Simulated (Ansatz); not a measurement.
# F4Si: molecular dynamics

Aim: follow the molecule's vibrations and see whether its bonds hold. The start is relaxed first. Runs: 300 steps of 1 fs under a Nosé-Hoover thermostat at 300 K. SMILES of the start: F[Si](F)(F)F.

Method: RKS PBE/6-31G*, in Ansatz 0.2.0.

## Step 1: Starting point

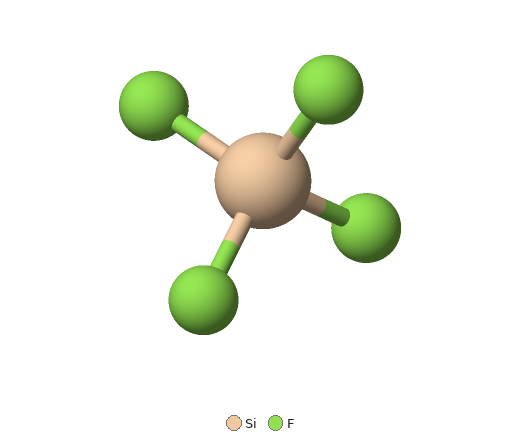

Start, viewed from a free direction; silicon light orange, fluorine green.

As a file:

```xyz
5

Si    0.0000    0.0000    0.0000
F     0.0000    0.0000    1.5900
F     1.4994    0.0000   -0.5295
F    -0.7489    1.2974   -0.5295
F    -0.7489   -1.2974   -0.5295
```

## Step 2: Preparing the start

input.yaml

```yaml
crystal:
  periodic: [false, false, false]
  atoms:
    - { symbol: Si, position_ang: [0.0, 0.0, 0.0] }
    - { symbol: F, position_ang: [0.0, 0.0, 1.59] }
    - { symbol: F, position_ang: [1.4994, 0.0, -0.5295] }
    - { symbol: F, position_ang: [-0.7489, 1.2974, -0.5295] }
    - { symbol: F, position_ang: [-0.7489, -1.2974, -0.5295] }
basis:
  gaussian: { orbitals: "6-31G*" }
hamiltonian:
  xc: pbe
relax:
  f_tol: 0.02
  max_steps: 40
output:
  orbitals: {}
```

On the command line:

```
ansatz run input.yaml --threads 1 --pin off --max-ram 2048MiB --backend cpu --events-out ev --progress --plain --runs-dir out
```

The program printed (excerpt; [...] marks lines left out):

```text
Warning: RAYON_NUM_THREADS=1 ignored (pool sized by the plan → 1); use --threads N
[...]
Functional definition: PBE
[...]
710 factors; their error is unknown
[...]
mean field -18736.73022341 eV, -688.5621354984 hartree, gradient 7.7e-5 eV, S^2 0.000000; 0 other end points of the search recorded, 0 dependent functions left out
[...]
reference -18736.73025668 eV, -688.5621367212 hartree; 25, 25 occupied and 54, 54 virtual orbitals, 710 factors
relax step   1: F+E_penalty+E_count = -18736.73022341 eV  Δ(F+E_penalty+E_count) = +0.000e0 eV  max|allowed force component| = 8.724e-2 eV/Å  Δτ_max = 0.0000 Å  (22 SCF iters, accepted)
[...]
relax step   2: F+E_penalty+E_count = -18736.73048214 eV  Δ(F+E_penalty+E_count) = -2.587e-4 eV  max|allowed force component| = 4.849e-2 eV/Å  Δτ_max = 0.0011 Å  (18 SCF iters, accepted)
[...]
relax step   3: F+E_penalty+E_count = -18736.73059782 eV  Δ(F+E_penalty+E_count) = -1.157e-4 eV  max|allowed force component| = 1.719e-3 eV/Å  Δτ_max = 0.0014 Å  (18 SCF iters, accepted)
710 factors; their error is unknown
[...]
mean field -18736.73059782 eV, -688.5621492579 hartree, gradient 4.5e-5 eV, S^2 0.000000; 1 other end points of the search recorded, 0 dependent functions left out
[...]
reference -18736.73063110 eV, -688.5621504807 hartree; 25, 25 occupied and 54, 54 virtual orbitals, 710 factors
Total energy: -18736.73063110 eV, -688.5621504807 hartree
Atom 0 at     0.000259     0.000000     0.000248 Å, force     0.001719    -0.000000     0.001425 eV/Å
Atom 1 at     0.000190     0.000000     1.591786 Å, force    -0.000599     0.000000    -0.000041 eV/Å
Atom 2 at     1.500890    -0.000000    -0.529938 Å, force    -0.000258    -0.000000    -0.000621 eV/Å
Atom 3 at    -0.749869     1.299521    -0.530298 Å, force    -0.000431     0.000055    -0.000381 eV/Å
Atom 4 at    -0.749869    -1.299521    -0.530298 Å, force    -0.000431    -0.000055    -0.000381 eV/Å
Dipole moment:    -0.000134    -0.000000    -0.000114 e Å
```

Run time: 7.5 s. Hardware: 1 thread of Arm Neoverse V1, shared host; peak memory 0.13 GiB.

Step by step:

```
step  energy from step 1 (eV)  largest force component (eV/Å)
   1                   0.0000                          0.0872
   2                  -0.0003                          0.0485
   3                  -0.0004                          0.0017
```

Step 1 is the start.

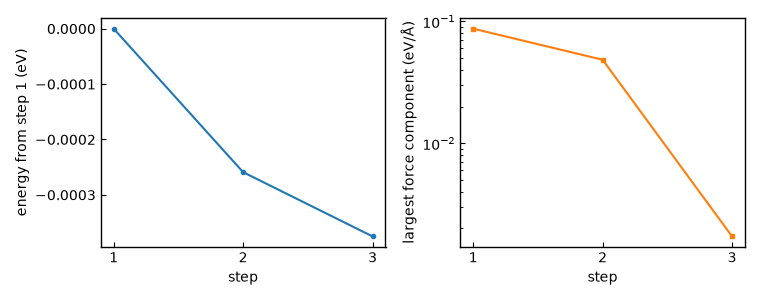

How energy and force went from step to step.

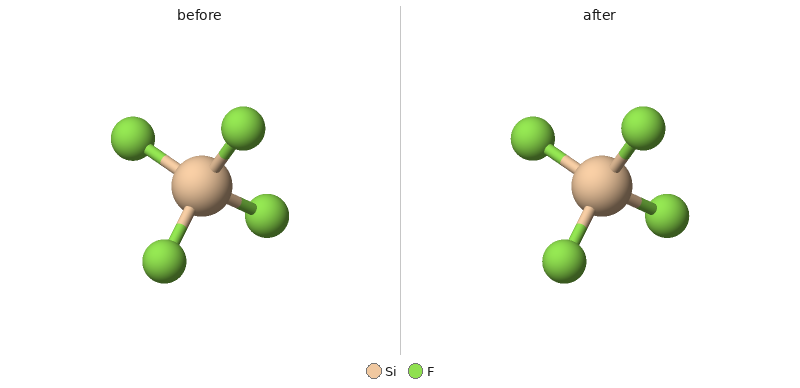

The structure before (left) and after (right), drawn at the same scale.

After: Bond lengths: Si1–F2 1.592 Å, Si1–F3 1.592 Å, Si1–F4 1.592 Å, Si1–F5 1.592 Å. Angles: F2–Si1–F3 109.5°, F2–Si1–F4 109.5°, F2–Si1–F5 109.5°, F3–Si1–F4 109.5°, F3–Si1–F5 109.5°, F4–Si1–F5 109.5°.

## Step 3: The run

300 steps of 1 fs under a Nosé-Hoover thermostat at 300 K, from the relaxed start.

input.yaml

```yaml
crystal:
  periodic: [false, false, false]
  atoms:
    - { symbol: Si, position_ang: [0.000259, 0.0, 0.000248] }
    - { symbol: F, position_ang: [0.00019, 0.0, 1.591786] }
    - { symbol: F, position_ang: [1.50089, 0.0, -0.529938] }
    - { symbol: F, position_ang: [-0.749869, 1.299521, -0.530298] }
    - { symbol: F, position_ang: [-0.749869, -1.299521, -0.530298] }
basis:
  gaussian: { orbitals: "6-31G*" }
hamiltonian:
  xc: pbe
md:
  timestep: 1.0
  n_steps: 300
  ensemble: nvt_nose_hoover
  temperature: 300.0
  initial_velocities: maxwell_boltzmann
  seed: 536135
  nose_hoover: { tau: 300.0, chain_length: 3 }
```

On the command line:

```
ansatz run input.yaml --threads 1 --pin off --max-ram 2048MiB --backend cpu --events-out ev --progress --plain --runs-dir out
```

The program printed (excerpt; [...] marks lines left out):

```text
Warning: RAYON_NUM_THREADS=1 ignored (pool sized by the plan → 1); use --threads N
[...]
Functional definition: PBE
[...]
710 factors; their error is unknown
[...]
mean field -18736.73059782 eV, -688.5621492578 hartree, gradient 5.2e-5 eV, S^2 0.000000; 0 other end points of the search recorded, 0 dependent functions left out
[...]
reference -18736.73063110 eV, -688.5621504807 hartree; 25, 25 occupied and 54, 54 virtual orbitals, 710 factors
md step     0: t =     0.00 fs  T =   300.0 K  F+E_penalty+E_count = -18736.73059782 eV  E_kin = 0.116334 eV  conserved = -18736.61426382 eV  (22 SCF iters)
[...]
md step    20: t =    20.00 fs  T =   105.0 K  F+E_penalty+E_count = -18736.65462917 eV  E_kin = 0.040715 eV  conserved = -18736.61400536 eV  (26 SCF iters)
[...]
md step    40: t =    40.00 fs  T =   133.9 K  F+E_penalty+E_count = -18736.66524691 eV  E_kin = 0.051932 eV  conserved = -18736.61375186 eV  (25 SCF iters)
[...]
md step    60: t =    60.00 fs  T =    75.0 K  F+E_penalty+E_count = -18736.64166597 eV  E_kin = 0.029101 eV  conserved = -18736.61377146 eV  (26 SCF iters)
[...]
md step    80: t =    80.00 fs  T =   176.7 K  F+E_penalty+E_count = -18736.68075952 eV  E_kin = 0.068510 eV  conserved = -18736.61407643 eV  (25 SCF iters)
md step    81: t =    81.00 fs  T =   206.6 K  F+E_penalty+E_count = -18736.69236942 eV  E_kin = 0.080111 eV  conserved = -18736.61415686 eV  (25 SCF iters)
```

## Step 4: The output, continued: dynamics from the start

The log, continued (excerpt; [...] marks lines left out):

```text
md step    82: t =    82.00 fs  T =   228.6 K  F+E_penalty+E_count = -18736.70088968 eV  E_kin = 0.088664 eV  conserved = -18736.61420607 eV  (24 SCF iters)
[...]
md step   107: t =   107.00 fs  T =    48.3 K  F+E_penalty+E_count = -18736.62845818 eV  E_kin = 0.018731 eV  conserved = -18736.61370152 eV  (21 SCF iters)
[...]
md step   132: t =   132.00 fs  T =   283.4 K  F+E_penalty+E_count = -18736.71850065 eV  E_kin = 0.109894 eV  conserved = -18736.61424479 eV  (25 SCF iters)
[...]
md step   157: t =   157.00 fs  T =    33.8 K  F+E_penalty+E_count = -18736.61813189 eV  E_kin = 0.013117 eV  conserved = -18736.61367590 eV  (21 SCF iters)
[...]
md step   182: t =   182.00 fs  T =   318.2 K  F+E_penalty+E_count = -18736.72606886 eV  E_kin = 0.123402 eV  conserved = -18736.61425602 eV  (25 SCF iters)
md step   183: t =   183.00 fs  T =   309.8 K  F+E_penalty+E_count = -18736.72247720 eV  E_kin = 0.120122 eV  conserved = -18736.61421224 eV  (25 SCF iters)
md step   184: t =   184.00 fs  T =   290.0 K  F+E_penalty+E_count = -18736.71446543 eV  E_kin = 0.112444 eV  conserved = -18736.61413586 eV  (25 SCF iters)
```

## Step 5: More of the same log: dynamics from the start

The log, continued (excerpt; [...] marks lines left out):

```text
md step   185: t =   185.00 fs  T =   261.8 K  F+E_penalty+E_count = -18736.70321045 eV  E_kin = 0.101523 eV  conserved = -18736.61403819 eV  (24 SCF iters)
[...]
md step   206: t =   206.00 fs  T =    27.0 K  F+E_penalty+E_count = -18736.60864343 eV  E_kin = 0.010477 eV  conserved = -18736.61362043 eV  (22 SCF iters)
[...]
md step   227: t =   227.00 fs  T =   253.7 K  F+E_penalty+E_count = -18736.69372169 eV  E_kin = 0.098380 eV  conserved = -18736.61400312 eV  (24 SCF iters)
[...]
md step   248: t =   248.00 fs  T =   224.4 K  F+E_penalty+E_count = -18736.67748065 eV  E_kin = 0.087005 eV  conserved = -18736.61424544 eV  (26 SCF iters)
[...]
md step   299: t =   299.00 fs  T =   172.2 K  F+E_penalty+E_count = -18736.64437427 eV  E_kin = 0.066771 eV  conserved = -18736.61408253 eV  (26 SCF iters)
[...]
md step   300: t =   300.00 fs  T =   135.5 K  F+E_penalty+E_count = -18736.62978990 eV  E_kin = 0.052547 eV  conserved = -18736.61394516 eV  (25 SCF iters)
Total energy: -18736.62982335 eV, -688.5584458642 hartree
Atom 0 at     0.010449     0.031560     0.007129 Å, force     0.433505     0.705345    -1.009579 eV/Å
Atom 1 at    -0.020695    -0.029135     1.569217 Å, force     0.146002     0.310975     1.195786 eV/Å
Atom 2 at     1.513391    -0.066474    -0.542606 Å, force    -0.334818     0.505913     0.202246 eV/Å
Atom 3 at    -0.805471     1.306924    -0.532628 Å, force     0.595418    -0.316635     0.228055 eV/Å
Atom 4 at    -0.700946    -1.257970    -0.502904 Å, force    -0.840106    -1.205599    -0.616508 eV/Å
Dipole moment:     0.016821     0.059942     0.024276 e Å
```

Wall time 10 min (1 thread of Arm Neoverse V1, shared host); peak memory 0.12 GiB.

## Step 6: The trajectory

One step in 12; energies are changes from step 0:

```
time (fs)  T (K)  potential energy change (meV/atom)  conserved energy change (meV/atom)
      0.0    300                                 0.0                                0.00
     12.0    131                                13.2                                0.07
     24.0     15                                22.2                                0.11
     36.0    190                                 8.6                                0.04
     48.0    282                                 1.6                                0.01
     60.0     75                                17.8                                0.10
     72.0     56                                19.4                                0.09
     84.0    243                                 4.9                                0.02
     96.0    245                                 4.9                                0.04
    108.0     42                                20.9                                0.11
    120.0     96                                16.8                                0.07
    132.0    283                                 2.4                                0.00
    144.0    197                                 9.5                                0.07
    156.0     44                                21.7                                0.11
    168.0    147                                13.8                                0.04
    180.0    296                                 2.5                                0.01
    192.0    137                                15.4                                0.10
    204.0     73                                20.8                                0.10
    216.0    216                                 9.9                                0.01
    228.0    288                                 4.7                                0.03
    240.0    101                                20.0                                0.13
    252.0     97                                20.7                                0.08
    264.0    279                                 6.9                                0.00
    276.0    263                                 8.9                                0.07
    288.0    104                                22.2                                0.14
    300.0    136                                20.2                                0.06
```

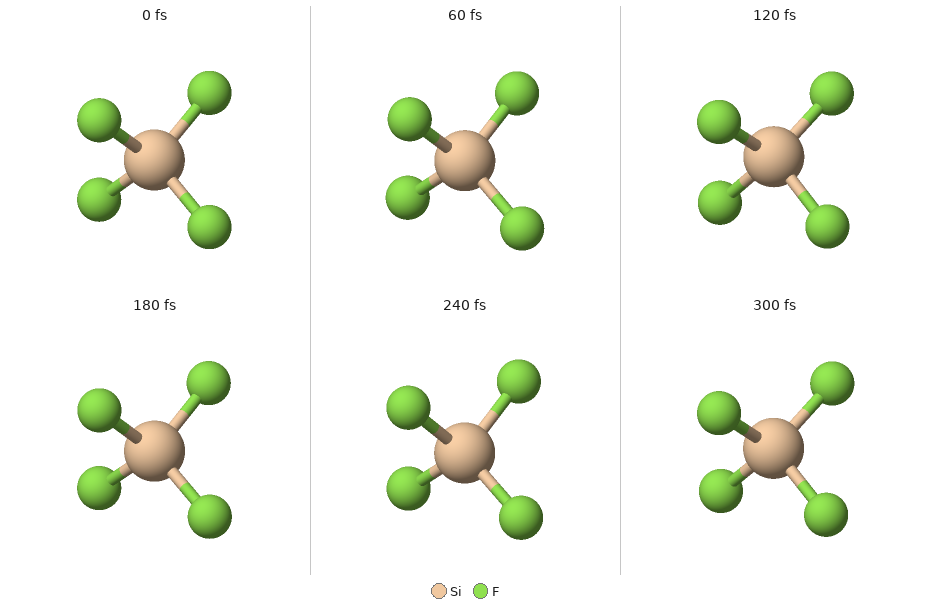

Six frames of the run, seen from a chosen angle. Sticks join atoms within a bonding distance in each frame.

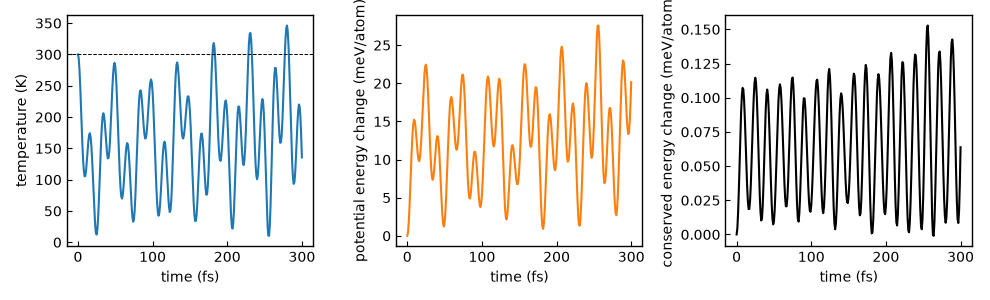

Traces against time; each panel has its own scale. The dashed line is the set temperature.

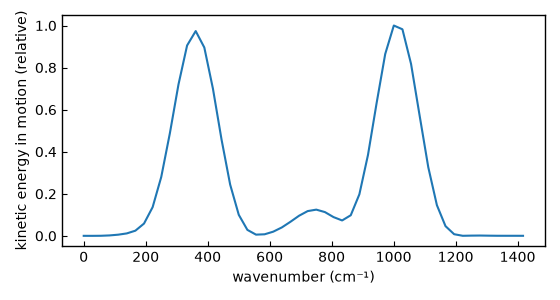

Power spectrum of the mass-weighted velocities; a run of 300 fs resolves no finer than about 220 cm⁻¹.

Maxima of the velocity power spectrum (cm⁻¹, relative height; resolution about 220 cm⁻¹): 360 (97), 1000 (100).

## Step 7: Snapshots as a file

Positions (Å) and forces (eV/Å):

```xyz
5
time_fs=38.0 T=156 dE=0.0566
Si    0.001    0.008    0.010    0.651    1.100   -1.206
F    -0.012   -0.007    1.572    0.068    0.106    1.182
F     1.512   -0.040   -0.539   -0.512    0.264    0.243
F    -0.783    1.308   -0.526    0.462   -0.462    0.213
F    -0.717   -1.274   -0.521   -0.670   -1.008   -0.433
5
time_fs=75.0 T=36 dE=0.1044
Si   -0.021   -0.052    0.017    1.115    2.164   -1.533
F     0.018    0.039    1.574   -0.156   -0.362    1.297
F     1.494    0.046   -0.521   -0.522   -0.477    0.178
F    -0.712    1.299   -0.521   -0.102   -0.584    0.141
F    -0.767   -1.307   -0.556   -0.336   -0.741   -0.083
5
time_fs=112.0 T=103 dE=0.0809
Si    0.009    0.029    0.007    0.425    0.583   -0.913
F    -0.013   -0.057    1.582    0.112    0.416    0.592
F     1.529   -0.030   -0.536   -0.820    0.337    0.313
F    -0.796    1.311   -0.566    0.722   -0.642    0.490
F    -0.731   -1.267   -0.489   -0.439   -0.693   -0.482
5
time_fs=150.0 T=209 dE=0.0436
Si   -0.007   -0.025   -0.002   -0.074    0.054    0.421
F     0.007    0.043    1.610   -0.086   -0.350   -0.759
F     1.497    0.024   -0.528   -0.070   -0.252    0.013
F    -0.725    1.302   -0.512   -0.188   -0.119   -0.103
F    -0.765   -1.332   -0.566    0.418    0.668    0.428
5
time_fs=188.0 T=167 dE=0.0649
Si    0.012    0.026   -0.014   -0.937   -1.790    1.440
F    -0.006    0.001    1.615    0.071    0.109   -1.272
F     1.499   -0.024   -0.529    0.583    0.189   -0.220
F    -0.766    1.296   -0.522   -0.173    0.566   -0.257
F    -0.743   -1.312   -0.541    0.456    0.926    0.308
5
time_fs=225.0 T=180 dE=0.0652
Si    0.015    0.031   -0.014   -1.018   -1.997    1.441
F    -0.001   -0.029    1.604    0.065    0.271   -0.921
F     1.497   -0.005   -0.522    0.860    0.133   -0.348
F    -0.758    1.286   -0.543   -0.340    0.885   -0.289
F    -0.758   -1.299   -0.516    0.434    0.708    0.118
5
time_fs=262.0 T=236 dE=0.0504
Si   -0.008   -0.028   -0.002   -0.209   -0.204    0.437
F     0.016    0.031    1.592   -0.127   -0.311   -0.090
F     1.479    0.045   -0.517    0.692   -0.354   -0.277
F    -0.704    1.285   -0.519   -0.639    0.565   -0.321
F    -0.777   -1.320   -0.552    0.282    0.304    0.252
5
time_fs=300.0 T=136 dE=0.1008
Si    0.010    0.032    0.007    0.433    0.705   -1.010
F    -0.021   -0.029    1.569    0.146    0.311    1.196
F     1.513   -0.067   -0.543   -0.335    0.506    0.202
F    -0.805    1.307   -0.533    0.595   -0.317    0.228
F    -0.701   -1.258   -0.503   -0.840   -1.206   -0.617
```

## Step 8: Outcome

```
                              quantity                         value
               relaxation of the start       2 moves, 0.000 eV lower
                                length             300 steps of 1 fs
      temperature, first and last step                 300 and 136 K
              temperature, second half  mean 173 K, from 10 to 346 K
         potential energy, second half   +14 meV/atom from the start
largest change of the conserved energy                 0.15 meV/atom
                bonds formed or broken                             0
```

Against a set 300 K the second half averages 173 K with a spread of 81 K; 14 meV/atom has gone into potential energy, and a thermostat that acts over some 300 fs has not made it up in 300 fs. The conserved energy strays from its start by at most 0.15 meV/atom, 1.2 % of the mean kinetic energy, which is good for a step of 1 fs. The bonding pattern survives the run. A run of 300 fs with 5 atoms shows the motion but fixes no equilibrium value.
